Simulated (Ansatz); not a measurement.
**CH5FOSi (SMILES CO[SiH2]F) at wB97M-V/def2-SVP**

What is the energy change on altering one bond length of CH5FOSi at wB97M-V/def2-SVP? 

The calculation is run with Ansatz 0.2.0.

128 further runs of the same task are left out: 128 set aside as unsound or not needed. Runs told in other sessions of the task aren't counted.

### 1 The molecule

CH5FOSi: 9 atoms, total charge 0, spin state singlet. As SMILES, `CO[SiH2]F`. The coordinates come from a PBE0-D4/def2-TZVP relaxation. This is one conformer, not always the lowest.

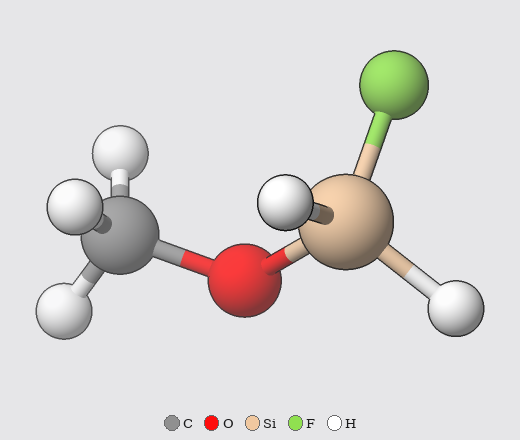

Viewed from a chosen angle; carbon grey, oxygen red, silicon light orange, fluorine green, hydrogen white.

### 2 The energy at wB97M-V/def2-SVP

File job.yaml:

```yaml
crystal:
  periodic: [false, false, false]
  atoms:
    - {symbol: C, position_ang: [-0.280200, 1.150700, -0.688400]}
    - {symbol: O, position_ang: [-0.743600, -0.064200, -0.138000]}
    - {symbol: Si, position_ang: [0.168900, -1.127700, 0.679900]}
    - {symbol: F, position_ang: [1.202000, -1.865200, -0.290100]}
    - {symbol: H, position_ang: [0.189600, 0.979000, -1.660800]}
    - {symbol: H, position_ang: [-1.135900, 1.813600, -0.823000]}
    - {symbol: H, position_ang: [0.443400, 1.643500, -0.029000]}
    - {symbol: H, position_ang: [-0.748200, -2.141700, 1.231900]}
    - {symbol: H, position_ang: [0.992400, -0.434200, 1.700300]}
basis:
  gaussian: {orbitals: def2-SVP}
magnetization: {spin_polarized: false, initial_magnetization: 0}
hamiltonian: {xc: {name: wB97M-V}}
accuracy: high
output: {orbitals: {seedname: orbitals}}
```

Launch:

```
$ ansatz run job.yaml --threads 1 --pin off --max-ram 3480MiB --events-out events.jsonl --progress --plain --runs-dir runs
```

What it wrote:

```text
Warning: RAYON_NUM_THREADS=1 ignored (pool sized by the plan → 1); use --threads N
Functional definition: wB97M-V
  name "wB97M-V"
  parameter omega = 0.3/bohr
  parameter cx = 0.15
  parameter cx01 = 1.007
  parameter cx10 = 0.259
  parameter css00 = 0.443
  parameter css04 = -1.437
  parameter css10 = -4.535
  parameter css20 = -3.390
  parameter css43 = 4.278
  parameter cos00 = 1.000
  parameter cos10 = 1.358
  parameter cos20 = 2.924
  parameter cos21 = -8.812
  parameter cos60 = -1.390
  parameter cos61 = 9.142
  parameter b = 6.0
  parameter c = 0.01
  gx(w, u) = 1 - cx + cx01*u + cx10*w
  gss(w, u) = css00 + css04*u^4 + css10*w + css20*w^2 + css43*w^4*u^3
  gos(w, u) = cos00 + cos10*w + (cos20 + cos21*u)*w^2 + (cos60 + cos61*u)*w^6
  exchange = spin_sum(e_x_unif_sr(omega)*gx(b97_w, b97_u_x)) + cx*exact_x_sr(omega) + exact_x_lr(omega)
  correlation = spin_sum(e_c_pw_mod_same_spin*gss(b97_w, b97_u_same))
      + integral(e_c_pw_mod_opposite_spin*gos(b97_w_opposite, b97_u_opposite)) + vv10(b, c)
1923 factors; integrals over basis functions are off by at most 3.8e-9 eV
347 factors; integrals over basis functions are off by at most 2.1e-9 eV
mean field evaluation 1: about -13749.1029 eV, gradient 4.3e1 eV
mean field evaluation 2: about -13749.1497 eV, gradient 4.5e1 eV
mean field evaluation 4: about -13752.3702 eV, gradient 1.3e0 eV
mean field evaluation 8: about -13752.5070 eV, gradient 1.4e-1 eV
mean field evaluation 16: about -13752.5071 eV, gradient 2.6e-5 eV
mean field -13752.50707281 eV, -505.3953131418 hartree, gradient 9.5e-8 eV, S^2 0.000000; 0 other end points of the search recorded, 0 dependent functions left out
reference -13752.50707713 eV, -505.3953133006 hartree; 21, 21 occupied and 64, 64 virtual orbitals, 1923 factors
Total energy: -13752.50707713 eV, -505.3953133006 hartree
```

It took 66 s on 1 thread of Arm Neoverse V2, shared host; peak memory 0.54 GiB.

### 3 The distorted shape, same level

File molecule.yaml:

```yaml
basis:
  gaussian:
    orbitals: def2-SVP
crystal:
  periodic: [false, false, false]
  atoms:
    - {symbol: C, position_ang: [-0.553946, 1.469745, -0.933766]}
    - {symbol: O, position_ang: [-1.017346, 0.254845, -0.383366]}
    - {symbol: Si, position_ang: [0.168900, -1.127700, 0.679900]}
    - {symbol: F, position_ang: [1.202000, -1.865200, -0.290100]}
    - {symbol: H, position_ang: [-0.084146, 1.298045, -1.906166]}
    - {symbol: H, position_ang: [-1.409646, 2.132645, -1.068366]}
    - {symbol: H, position_ang: [0.169654, 1.962545, -0.274366]}
    - {symbol: H, position_ang: [-0.748200, -2.141700, 1.231900]}
    - {symbol: H, position_ang: [0.992400, -0.434200, 1.700300]}
hamiltonian:
  xc: {name: wB97M-V}
accuracy: high
output: {orbitals: {seedname: orbitals}}
```

Launch:

```
$ ansatz run molecule.yaml --threads 1 --pin off --max-ram 3480MiB --events-out events.jsonl --progress --plain --runs-dir runs
```

What it wrote, shortened:

```text
Warning: RAYON_NUM_THREADS=1 ignored (pool sized by the plan → 1); use --threads N
[... 2 set-up lines as earlier in the session ...]
[...]
  gx(w, u) = 1 - cx + cx01*u + cx10*w
  gss(w, u) = css00 + css04*u^4 + css10*w + css20*w^2 + css43*w^4*u^3
  gos(w, u) = cos00 + cos10*w + (cos20 + cos21*u)*w^2 + (cos60 + cos61*u)*w^6
[...]
      + integral(e_c_pw_mod_opposite_spin*gos(b97_w_opposite, b97_u_opposite)) + vv10(b, c)
1889 factors; integrals over basis functions are off by at most 8.4e-9 eV
359 factors; integrals over basis functions are off by at most 2.2e-9 eV
[...]
mean field -13750.71113599 eV, -505.3293136809 hartree, gradient 6.0e-8 eV, S^2 0.000000; 0 other end points of the search recorded, 0 dependent functions left out
reference -13750.71114045 eV, -505.3293138448 hartree; 21, 21 occupied and 64, 64 virtual orbitals, 1889 factors
Total energy: -13750.71114045 eV, -505.3293138448 hartree
```

Wall time 70 s (1 thread of Arm Neoverse V2, shared host); peak memory 0.53 GiB.

### 4 Summary of results

Level: wB97M-V/def2-SVP.

| quantity | value |
| --- | --- |
| first shape: total energy | -505.39531 Eh |
| first shape: HOMO energy | -11.04 eV |
| first shape: LUMO energy | 3.32 eV |
| first shape: HOMO–LUMO gap | 14.36 eV |
| distorted shape: total energy | -505.32931 Eh |
| distorted shape: HOMO energy | -9.52 eV |
| distorted shape: LUMO energy | 1.56 eV |
| distorted shape: HOMO–LUMO gap | 11.08 eV |
| energy change with the O2–Si3 bond stretched from 1.623 to 2.109 Å | 1.796 eV |

What this shows: With the O2–Si3 bond stretched from 1.623 to 2.109 Å the energy rises by 1.80 eV (41 kcal/mol). The first shape isn't relaxed at this level, so the change isn't measured from a minimum.
